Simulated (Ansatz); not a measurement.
ZrC (rock salt): scan of one atom of the cell

ZrC (rock salt)

```
ZrC
1.0
    0.00000     4.70874     4.70874
    2.35437     0.00000     2.35437
    2.35437     2.35437     0.00000
C Zr
2 2
Direct
  0.00000   0.00000   0.00000
  0.50000   0.00000   0.00000
  0.25000   0.50000   0.50000
  0.75000   0.50000   0.50000
```

In each cell atom 4 (Zr, nearest neighbour C at 2.354 Å; its periodic images, 3.3 Å or more away, move with it) moves by s·(1.000, 0.000, 0.000) (along Cartesian x), the rest being held.

These are PBE (plane waves to 420 eV, PAW, scalar-relativistic; Ansatz, a first-principles code) values and carry that method's errors. k mesh 7×14×14 (Γ-centred), Fermi-Dirac smearing 0.05 eV. Energies are smeared free energies. With partly filled bands, energies and forces of such displacements shift with the k mesh and the smearing. F∥ is the force on the atom along that direction. ZrC is run without spin polarisation. ZrC was relaxed with its symmetry unable to fall. The zero of ΔE is the undisplaced structure.

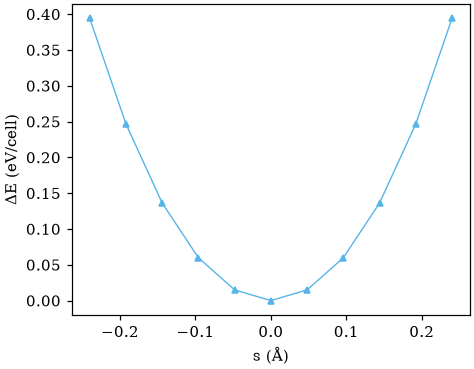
Figure: ΔE (eV/cell) against s (Å); one marker a computed point.

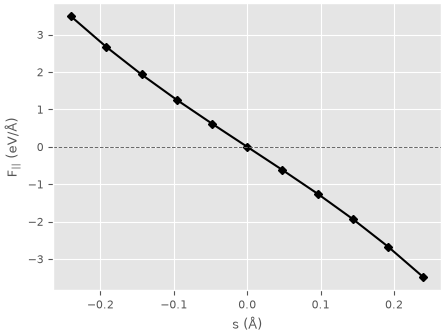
Figure: F∥ (eV/Å) against s (Å); one marker a computed point.

The energy at s = 0.240 Å comes out as 394 meV/cell and the force along the line at s = -0.240 Å comes out as 3.49 eV/Å. Symmetry of the curve: even: the same for both signs. Shape of the curve: a single well with its minimum at or next to zero displacement. Harmonic estimate at the end of the scan: ½ks² = 370 meV/cell against the computed 394 meV/cell, so the well is stiffer than harmonic there.

With its periodic images moving along, the atom's site symmetry in this cell is -3m.

(For displaced atoms, the force is minus the slope of the energy, and its curvature is a force constant, which sets phonon frequencies.)
